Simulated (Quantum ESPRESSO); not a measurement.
# W(100), 5 layers against a metal electrode, stepped through the charge of the slab, part 3 of 4

What law, if any, do the results for W(100), 5 layers against a metal electrode follow against the charge of the slab?

Quantum ESPRESSO 7.5; plane-wave DFT, PBE, GBRV ultrasoft pseudopotentials.

So far. Step 2 (Relaxing cell and ions of the reference):  The last row is no step: it is a fresh SCF in the final cell with a new plane-wave basis, -1 meV from the row before. Step 3 (Relaxation with pw.x of the reference): The relaxation lowers the energy by 59 meV an atom. On the free atoms the largest force ends at 0.009 eV/Å.

### Step 4. Ground state, 0 ×10¹³ e/cm²

A run under open boundaries on these atoms gives the vacuum levels.

Contents of m2.esm.in:

```
&control
  prefix = 'm2.esm'
  outdir = './out'
  pseudo_dir = './pseudo'
  calculation = 'scf'
  tprnfor = .true.
/
&system
  ibrav = 0
  nat = 5
  ntyp = 1
  ecutwfc = 40
  ecutrho = 200
  occupations = 'smearing'
  smearing = 'mv'
  degauss = 0.02
  assume_isolated = 'esm'
  esm_bc = 'bc3'
  tot_charge = 0.0
/
&electrons
  conv_thr = 1e-08
  mixing_beta = 0.25
  electron_maxstep = 160
  mixing_mode = 'local-TF'
  mixing_ndim = 12
/
ATOMIC_SPECIES
  W   183.8400  w_pbe_v1.2.uspp.F.UPF
CELL_PARAMETERS angstrom
  3.18214897600000 0.00000000000000 0.00000000000000
  0.00000000000000 3.18214897600000 0.00000000000000
  0.00000000000000 0.00000000000000 21.46943549630380
ATOMIC_POSITIONS crystal
  W   0.000000000000 0.000000000000 -0.071664122610
  W   0.500000000000 0.500000000000 -0.005433252910
  W   0.000000000000 0.000000000000 0.069866764790
  W   0.500000000000 0.500000000000 0.145166782490
  W   0.000000000000 0.000000000000 0.211397652190
K_POINTS automatic
  10 10 1 0 0 0
```

On the command line:

```bash
$ OMP_NUM_THREADS=1 mpirun -n 4 pw.x -nk 4 -in m2.esm.in > m2.esm.out
```

Log:

```text
[banner, memory and clock lines left out]
Program PWSCF v.7.5 starts
[citation notice left out]

[...]
Message from routine setup:
[...]
bravais-lattice index     =            0
     lattice parameter (alat)  =       6.0134  a.u.
     unit-cell volume          =    1467.0950 (a.u.)^3
     number of atoms/cell      =            5
     number of atomic types    =            1
     number of electrons       =        70.00
     number of Kohn-Sham states=           42
     kinetic-energy cutoff     =      40.0000  Ry
     charge density cutoff     =     200.0000  Ry
     scf convergence threshold =      1.0E-08
     mixing beta               =       0.2500
     number of iterations used =           12  local-TF  mixing
     Exchange-correlation= SLA  PW   PBE  PBE
                           (   1   4   3   4   0   0   0)

     Effective Screening Medium Method
     Boundary Conditions: Vacuum-Slab-Metal
     total charge in unit cell        =   0.0000
     grid points for fit at edges     =        4

[...]
PseudoPot. # 1 for W  read from file:
     ./pseudo/w_pbe_v1.2.uspp.F.UPF
     Pseudo is Ultrasoft + core correction, Zval = 14.0
     Generated by new atomic code, or converted to UPF format
     Using radial grid of  923 points,  8 beta functions with:
                l(1) =   0
                l(2) =   0
                l(3) =   0
                l(4) =   1
                l(5) =   1
                l(6) =   2
                l(7) =   2
                l(8) =   3
     Q(r) pseudized with  6 coefficients,  rinner =    1.350   1.350   1.350
                                                       1.350   1.350   1.350
                                                       1.350

     atomic species   valence    mass     pseudopotential
     W                14.00   183.84000     W ( 1.00)

      8 Sym. Ops. (no inversion) found

[...]
number of k points=    21  Marzari-Vanderbilt smearing, width (Ry)=  0.0200
[...]
Dense  grid:    70167 G-vectors     FFT dimensions: (  27,  27, 192)

     Smooth grid:    50051 G-vectors     FFT dimensions: (  25,  25, 180)

     Initial potential from superposition of free atoms

     starting charge      69.4983, renormalised to      70.0000

     negative rho (up, down):  3.220E-01 0.000E+00
     Starting wfcs are   65 randomized atomic wfcs

     per-process dynamical memory:    75.1 Mb

     Self-consistent Calculation

     iteration #  1     ecut=    40.00 Ry     beta= 0.25
     Davidson diagonalization with overlap
     ethr =  1.00E-02,  avg # of iterations =  1.3

     negative rho (up, down):  3.217E-01 0.000E+00

     total energy              =    -795.29268995 Ry
     estimated scf accuracy    <       1.18589590 Ry

     iteration #  2     ecut=    40.00 Ry     beta= 0.25
[...]
negative rho (up, down):  3.272E-01 0.000E+00

[...]
total energy              =    -795.20382637 Ry
     estimated scf accuracy    <       0.87354895 Ry

     iteration #  3     ecut=    40.00 Ry     beta= 0.25
[...]
negative rho (up, down):  3.282E-01 0.000E+00

[...]
total energy              =    -795.24917382 Ry
     estimated scf accuracy    <       0.17289357 Ry

     iteration #  4     ecut=    40.00 Ry     beta= 0.25
[...]
negative rho (up, down):  3.283E-01 0.000E+00

[...]
total energy              =    -795.31125557 Ry
     estimated scf accuracy    <       0.07456518 Ry

     iteration #  5     ecut=    40.00 Ry     beta= 0.25
[...]
negative rho (up, down):  3.282E-01 0.000E+00

[...]
total energy              =    -795.32486479 Ry
     estimated scf accuracy    <       0.07225758 Ry

     iteration #  6     ecut=    40.00 Ry     beta= 0.25
[...]
negative rho (up, down):  3.282E-01 0.000E+00

[...]
total energy              =    -795.32763345 Ry
     estimated scf accuracy    <       0.07348364 Ry

[...]
iteration # 53     ecut=    40.00 Ry     beta= 0.25
[...]
c_bands:  2 eigenvalues not converged
[...]
negative rho (up, down):  3.328E-01 0.000E+00

[...]
total energy              =    -795.30903975 Ry
     estimated scf accuracy    <       0.00000007 Ry

     iteration # 54     ecut=    40.00 Ry     beta= 0.25
[...]
negative rho (up, down):  3.328E-01 0.000E+00

[...]
total energy              =    -795.30901667 Ry
     estimated scf accuracy    <       0.00000009 Ry

     iteration # 55     ecut=    40.00 Ry     beta= 0.25
[...]
negative rho (up, down):  3.328E-01 0.000E+00

[...]
total energy              =    -795.30902132 Ry
     estimated scf accuracy    <       0.00000017 Ry

     iteration # 56     ecut=    40.00 Ry     beta= 0.25
[...]
negative rho (up, down):  3.328E-01 0.000E+00

[...]
End of self-consistent calculation

          k = 0.0000 0.0000 0.0000 (  6217 PWs)   bands (ev):

   -78.3374 -78.1164 -78.1072 -77.9446 -77.9386 -42.7343 -42.6850 -42.6850
   -42.5648 -42.5240 -42.4670 -42.4670 -42.2659 -42.2659 -42.0945 -41.8783
   -41.8260 -41.8260 -41.7691 -41.7691 -12.9791 -11.1574  -9.5717  -9.3583
    -8.8019  -8.6149  -8.1096  -6.5431  -5.2554  -5.2554  -5.1551  -4.7756
    -4.7756  -4.4846  -4.3911  -4.3494  -4.1336  -4.1336  -3.9057  -2.5927
    -2.5926  -2.5196

          k = 0.0000 0.1000 0.0000 (  6250 PWs)   bands (ev):

   -78.3350 -78.1117 -78.1036 -77.9477 -77.9424 -42.7776 -42.7348 -42.6652
   -42.5582 -42.5342 -42.4500 -42.4078 -42.3637 -42.2634 -42.0068 -41.9344
   -41.8401 -41.7973 -41.7881 -41.7861 -12.7573 -10.9935  -9.4229  -9.2226
    -8.7471  -8.5444  -7.9836  -6.5775  -5.6675  -5.4968  -5.4933  -4.8408
    -4.7440  -4.6652  -4.5892  -4.2747  -3.8975  -3.6393  -3.3502  -3.2237
    -2.8508  -2.0583

[...]
the Fermi energy is    -4.1478 ev

!    total energy              =    -795.30902285 Ry
     estimated scf accuracy    <          1.3E-09 Ry
     smearing contrib. (-TS)   =      -0.00001021 Ry
     internal energy E=F+TS    =    -795.30901264 Ry

     The total energy is F=E-TS. E is the sum of the following terms:
     one-electron contribution =  -51285.33921050 Ry
     hartree contribution      =   25616.69704397 Ry
     xc contribution           =    -205.88908691 Ry
     ewald contribution        =   25079.22224080 Ry

     convergence has been achieved in  56 iterations

     negative rho (up, down):  3.328E-01 0.000E+00

     Forces acting on atoms (cartesian axes, Ry/au):

     atom    1 type  1   force =     0.00000000    0.00000000   -0.00036005
     atom    2 type  1   force =     0.00000000    0.00000000    0.00026581
     atom    3 type  1   force =     0.00000000    0.00000000   -0.00003171
     atom    4 type  1   force =     0.00000000    0.00000000   -0.00030183
     atom    5 type  1   force =     0.00000000    0.00000000    0.00031016

     Total force =     0.000623     Total SCF correction =     0.000304
     SCF correction compared to forces is large: reduce conv_thr to get better values

[...]
```

Elapsed: 4 min, on 4 MPI ranks of Arm Neoverse V1, shared host; peak memory 0.85 GiB; 16 min of CPU time.

Numbers from this step:

| Item | Value |
| --- | --- |
| Fermi energy | -4.148 eV |
| vacuum line at the lower end of the cell, over the Fermi level | 4.148 eV |
| slope of the potential above | 5.02e-4 eV/Å |
| vacuum line at the upper end of the cell, over the Fermi level | 4.148 eV |

Electrostatic potential energy of an electron; zero at the Fermi level. Table of potential energy, planar mean by z:

```csv
z (Å),"potential energy, planar mean (eV)"
-10,4.15
-8,4.15
-6,4.14
-4,3.95
-2,-7.05
0,-10.6
2,-8.79
4,-10.1
6,2.46
8,4.13
10,4.15
```

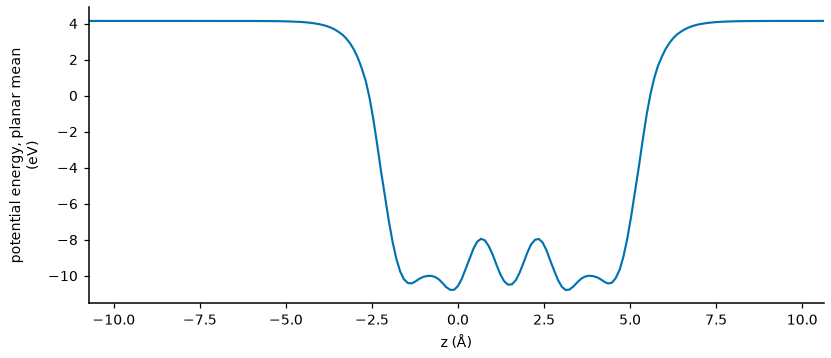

Potential energy, planar mean against z.

Inside the slab this potential holds the local part of the pseudopotentials, which can be repulsive at the nuclei; only its value in the vacuum has a meaning of its own.

### Step 5. SCF with pw.x, 1 ×10¹³ e/cm²

m3.esm.in is the input of step 4 with these lines changed:

```diff
@@ -1,3 +1,3 @@
 &control
-  prefix = 'm2.esm'
+  prefix = 'm3.esm'
   outdir = './out'
@@ -18,3 +18,3 @@
   esm_bc = 'bc3'
-  tot_charge = 0.0
+  tot_charge = 0.00999
 /
@@ -26,2 +26,3 @@
   mixing_ndim = 12
+  startingpot = 'file'
 /
```

On the command line:

```bash
$ cp -r out/m2.esm.save out/m3.esm.save
$ OMP_NUM_THREADS=1 mpirun -n 4 pw.x -nk 4 -in m3.esm.in > m3.esm.out
```

Log:

```text
[banner, memory and clock lines left out]
Program PWSCF v.7.5 starts
[...]
Message from routine setup:
[...]
number of electrons       =        69.99
     number of Kohn-Sham states=           42
     kinetic-energy cutoff     =      40.0000  Ry
     charge density cutoff     =     200.0000  Ry
[...]
number of k points=    21  Marzari-Vanderbilt smearing, width (Ry)=  0.0200
[...]
Dense  grid:    70167 G-vectors     FFT dimensions: (  27,  27, 192)
[...]
The initial density is read from file :
[...]
negative rho (up, down):  3.328E-01 0.000E+00
     Starting wfcs are   65 randomized atomic wfcs
[...]
negative rho (up, down):  3.329E-01 0.000E+00
[...]
estimated scf accuracy    <       1.08959272 Ry
[...]
negative rho (up, down):  3.330E-01 0.000E+00
[...]
estimated scf accuracy    <       0.09657209 Ry
[...]
negative rho (up, down):  3.330E-01 0.000E+00
[...]
estimated scf accuracy    <       0.00569585 Ry
[...]
negative rho (up, down):  3.329E-01 0.000E+00
[...]
estimated scf accuracy    <       0.00238013 Ry
[...]
negative rho (up, down):  3.328E-01 0.000E+00
[...]
estimated scf accuracy    <       0.00176349 Ry
[...]
negative rho (up, down):  3.327E-01 0.000E+00
[...]
estimated scf accuracy    <       0.00070464 Ry
[...]
negative rho (up, down):  3.326E-01 0.000E+00
[...]
estimated scf accuracy    <       0.00058323 Ry
[...]
negative rho (up, down):  3.323E-01 0.000E+00
[...]
estimated scf accuracy    <       0.00026081 Ry
[...]
negative rho (up, down):  3.324E-01 0.000E+00
[...]
estimated scf accuracy    <       0.00016385 Ry
[...]
negative rho (up, down):  3.324E-01 0.000E+00
[...]
estimated scf accuracy    <       0.00027774 Ry
[...]
negative rho (up, down):  3.324E-01 0.000E+00
[...]
estimated scf accuracy    <       0.00033737 Ry
[...]
negative rho (up, down):  3.326E-01 0.000E+00
[...]
estimated scf accuracy    <       0.00015896 Ry
[...]
negative rho (up, down):  3.326E-01 0.000E+00
[...]
estimated scf accuracy    <       0.00002549 Ry
[...]
negative rho (up, down):  3.326E-01 0.000E+00
[...]
estimated scf accuracy    <       0.00001669 Ry
[...]
negative rho (up, down):  3.327E-01 0.000E+00
[...]
estimated scf accuracy    <       0.00002597 Ry
[...]
negative rho (up, down):  3.328E-01 0.000E+00
[...]
estimated scf accuracy    <       0.00000234 Ry
[...]
negative rho (up, down):  3.328E-01 0.000E+00
[...]
estimated scf accuracy    <       0.00000464 Ry
[...]
negative rho (up, down):  3.328E-01 0.000E+00
[...]
estimated scf accuracy    <       0.00000300 Ry
[...]
negative rho (up, down):  3.328E-01 0.000E+00
[...]
estimated scf accuracy    <       0.00000190 Ry
[...]
negative rho (up, down):  3.328E-01 0.000E+00
[...]
estimated scf accuracy    <       0.00000024 Ry
[...]
negative rho (up, down):  3.328E-01 0.000E+00
[...]
estimated scf accuracy    <       0.00000069 Ry
[...]
negative rho (up, down):  3.329E-01 0.000E+00
[...]
estimated scf accuracy    <       0.00000011 Ry
[...]
negative rho (up, down):  3.329E-01 0.000E+00
[...]
estimated scf accuracy    <       0.00000027 Ry
[...]
negative rho (up, down):  3.329E-01 0.000E+00
[...]
estimated scf accuracy    <       0.00000003 Ry
[...]
negative rho (up, down):  3.329E-01 0.000E+00
[...]
estimated scf accuracy    <       0.00000002 Ry
[...]
negative rho (up, down):  3.329E-01 0.000E+00
[...]
estimated scf accuracy    <       0.00000002 Ry
[...]
negative rho (up, down):  3.329E-01 0.000E+00
[...]
the Fermi energy is    -4.8792 ev
!    total energy              =    -795.30559052 Ry
     estimated scf accuracy    <          2.4E-09 Ry
     smearing contrib. (-TS)   =      -0.00002836 Ry
     internal energy E=F+TS    =    -795.30556216 Ry
[...]
one-electron contribution =  -51281.57799170 Ry
     hartree contribution      =   25612.93637085 Ry
     xc contribution           =    -205.88618211 Ry
     ewald contribution        =   25079.22224080 Ry
     convergence has been achieved in  27 iterations
     negative rho (up, down):  3.329E-01 0.000E+00
[...]
Total force =     0.000581     Total SCF correction =     0.000334
[...]
```

Elapsed: 1.9 min, on 4 MPI ranks; peak memory 0.85 GiB; 7.7 min of CPU time.

This step gave:

```
Fermi energy                                                   : -4.879 eV
vacuum line at the lower end of the cell, over the Fermi level : 4.151 eV
slope of the potential above                                   : 0.1793 eV/Å
vacuum line at the upper end of the cell, over the Fermi level : 4.880 eV
```

Inside the slab this potential holds the local part of the pseudopotentials, which can be repulsive at the nuclei; only its value in the vacuum has a meaning of its own.

### Step 6. Self-consistent run, -1.5 ×10¹³ e/cm²

m1.esm.in is the input of step 5 with these lines changed:

```diff
@@ -1,3 +1,3 @@
 &control
-  prefix = 'm3.esm'
+  prefix = 'm1.esm'
   outdir = './out'
@@ -18,3 +18,3 @@
   esm_bc = 'bc3'
-  tot_charge = 0.00999
+  tot_charge = -0.01498
 /
```

On the command line:

```bash
$ cp -r out/m2.esm.save out/m1.esm.save
$ OMP_NUM_THREADS=1 mpirun -n 4 pw.x -nk 4 -in m1.esm.in > m1.esm.out
```

Log:

```text
[banner, memory and clock lines left out]
Program PWSCF v.7.5 starts
[...]
Message from routine setup:
[...]
number of electrons       =        70.01
     number of Kohn-Sham states=           42
     kinetic-energy cutoff     =      40.0000  Ry
     charge density cutoff     =     200.0000  Ry
[...]
number of k points=    21  Marzari-Vanderbilt smearing, width (Ry)=  0.0200
[...]
Dense  grid:    70167 G-vectors     FFT dimensions: (  27,  27, 192)
[...]
The initial density is read from file :
[...]
negative rho (up, down):  3.329E-01 0.000E+00
     Starting wfcs are   65 randomized atomic wfcs
[...]
negative rho (up, down):  3.336E-01 0.000E+00
[...]
estimated scf accuracy    <       2.28835427 Ry
[...]
negative rho (up, down):  3.344E-01 0.000E+00
[...]
estimated scf accuracy    <       0.20645701 Ry
[...]
negative rho (up, down):  3.356E-01 0.000E+00
[...]
estimated scf accuracy    <       0.02209266 Ry
[...]
negative rho (up, down):  3.367E-01 0.000E+00
[...]
estimated scf accuracy    <       0.00825166 Ry
[...]
negative rho (up, down):  3.360E-01 0.000E+00
[...]
estimated scf accuracy    <       0.01379935 Ry
[...]
negative rho (up, down):  3.355E-01 0.000E+00
[...]
estimated scf accuracy    <       0.00551606 Ry
[...]
negative rho (up, down):  3.347E-01 0.000E+00
[...]
estimated scf accuracy    <       0.00039451 Ry
[...]
negative rho (up, down):  3.346E-01 0.000E+00
[...]
estimated scf accuracy    <       0.00072707 Ry
[...]
negative rho (up, down):  3.340E-01 0.000E+00
[...]
estimated scf accuracy    <       0.00032864 Ry
[...]
negative rho (up, down):  3.335E-01 0.000E+00
[...]
estimated scf accuracy    <       0.00004973 Ry
[...]
negative rho (up, down):  3.334E-01 0.000E+00
[...]
estimated scf accuracy    <       0.00013067 Ry
[...]
negative rho (up, down):  3.331E-01 0.000E+00
[...]
estimated scf accuracy    <       0.00017107 Ry
[...]
negative rho (up, down):  3.331E-01 0.000E+00
[...]
estimated scf accuracy    <       0.00003129 Ry
[...]
negative rho (up, down):  3.330E-01 0.000E+00
[...]
estimated scf accuracy    <       0.00002299 Ry
[...]
negative rho (up, down):  3.329E-01 0.000E+00
[...]
estimated scf accuracy    <       0.00001097 Ry
[...]
negative rho (up, down):  3.329E-01 0.000E+00
[...]
estimated scf accuracy    <       0.00000359 Ry
[...]
negative rho (up, down):  3.328E-01 0.000E+00
[...]
estimated scf accuracy    <       0.00000329 Ry
[...]
negative rho (up, down):  3.328E-01 0.000E+00
[...]
estimated scf accuracy    <       0.00000384 Ry
[...]
negative rho (up, down):  3.328E-01 0.000E+00
[...]
estimated scf accuracy    <       0.00000547 Ry
[...]
negative rho (up, down):  3.328E-01 0.000E+00
[...]
estimated scf accuracy    <       0.00000038 Ry
[...]
negative rho (up, down):  3.328E-01 0.000E+00
[...]
estimated scf accuracy    <       0.00000016 Ry
[...]
negative rho (up, down):  3.328E-01 0.000E+00
[...]
estimated scf accuracy    <       0.00000013 Ry
[...]
negative rho (up, down):  3.328E-01 0.000E+00
[...]
estimated scf accuracy    <       0.00000007 Ry
[...]
negative rho (up, down):  3.328E-01 0.000E+00
[...]
estimated scf accuracy    <       0.00000012 Ry
[...]
negative rho (up, down):  3.328E-01 0.000E+00
[...]
estimated scf accuracy    <       0.00000005 Ry
[...]
negative rho (up, down):  3.328E-01 0.000E+00
[...]
estimated scf accuracy    <       0.00000006 Ry
[...]
negative rho (up, down):  3.328E-01 0.000E+00
[...]
estimated scf accuracy    <       0.00000003 Ry
[...]
negative rho (up, down):  3.328E-01 0.000E+00
[...]
the Fermi energy is    -3.0718 ev
!    total energy              =    -795.31331817 Ry
     estimated scf accuracy    <          8.7E-09 Ry
     smearing contrib. (-TS)   =       0.00001068 Ry
     internal energy E=F+TS    =    -795.31332885 Ry
[...]
one-electron contribution =  -51290.88031322 Ry
     hartree contribution      =   25622.23797503 Ry
     xc contribution           =    -205.89323146 Ry
     ewald contribution        =   25079.22224080 Ry
     convergence has been achieved in  28 iterations
     negative rho (up, down):  3.328E-01 0.000E+00
[...]
Total force =     0.000722     Total SCF correction =     0.000434
[...]
```

Elapsed: 1.9 min, on 4 MPI ranks; peak memory 0.85 GiB; 7.7 min of CPU time.

Read from the output:

| Quantity | Value |
| --- | --- |
| Fermi energy | -3.072 eV |
| vacuum line at the lower end of the cell, over the Fermi level | 4.149 eV |
| slope of the potential above | -0.2675 eV/Å |
| vacuum line at the upper end of the cell, over the Fermi level | 3.072 eV |

Inside the slab this potential holds the local part of the pseudopotentials, which can be repulsive at the nuclei; only its value in the vacuum has a meaning of its own.

(Part 3 of 4 ends here.)

[Logs are printed without paths, hosts, clocks, repeated set-up lines and the standing remarks that a program may print on its own settings, such as how far it seeks lower states.]

[Hosts, paths, dates, database ids (printed as entryN), source tags and the programs' standing remarks are cut or masked in the printed files.]

[Maps of the electrostatic potential energy from Ansatz leave out the sawtooth potential of an applied field or a dipole correction, so their vacuum need not be flat; planar profiles and work functions include it.]
